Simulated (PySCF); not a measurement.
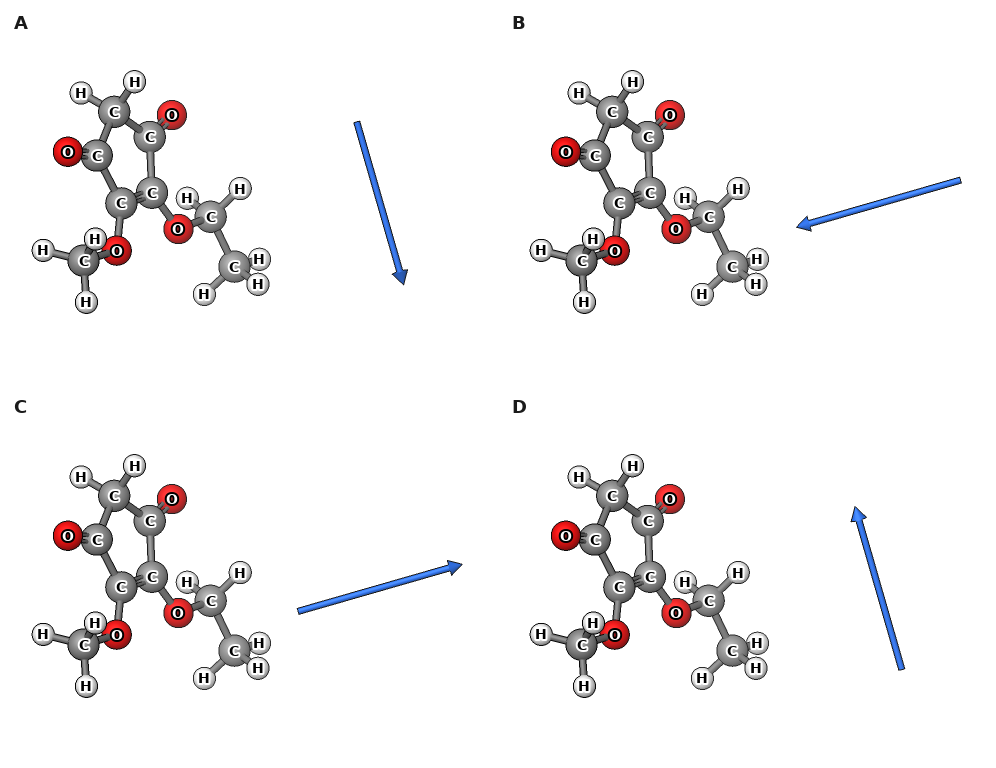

The same molecule four times, each with an arrow. The geometry was computed by an optimisation with PBE0-D3(BJ)/def2-SVP. No frequency run is at hand to confirm it as a minimum. Method: PBE0/pcSseg-1 in cyclohexane (IEF-PCM) (PySCF 2.14.0).

Question: Which arrow points along the dipole moment, from the negative to the positive end?

Answer: A. The dipole moment is 1.78 D.
